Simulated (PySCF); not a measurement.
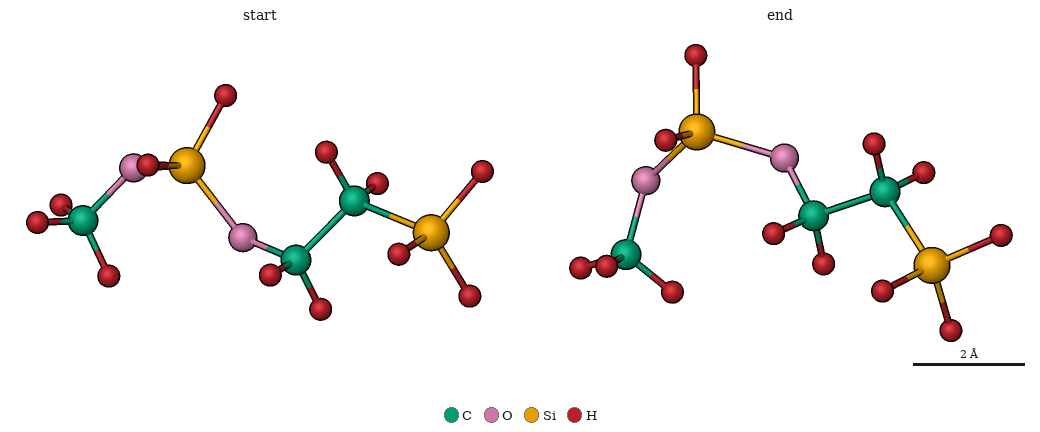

The structure of C3H12O2Si2 before (left) and after (right) a relaxation, at one scale.

Style: ball-and-stick. Shown at a tilt.

The start comes from GFN2-xTB. Its atoms were then displaced at random by about 0.01 Å.

Method: PBE0-D3(BJ)/def2-SVP geometry optimisation, gas phase in PySCF 2.14.0, density-fitted response routines. 

> What changed between the two?

The energy falls by 30.1 kJ/mol in 20 geometry steps. The largest move after the best rigid fit is that of an O atom, 1.51 Å. Largest moves by element: O 1.51 Å, H 1.42 Å, C 0.87 Å, Si 0.71 Å. Among the contacts that change: O–Si 1.598 → 1.656 Å, C–O 1.366 → 1.406 Å, C–H 1.067 → 1.107 Å, H–Si 1.458 → 1.494 Å. Among the angles between lasting bonds that change: O–Si–H 99.6° → 105.9°, O–Si–H 112.8° → 107.0°, O–Si–H 113.7° → 108.6°. Groups turn about O–Si by about 90°, C–O by about 80°, C–O by about 20°. Cost: 4.5 min on 1 thread of Arm Neoverse V1, with other jobs on the host.
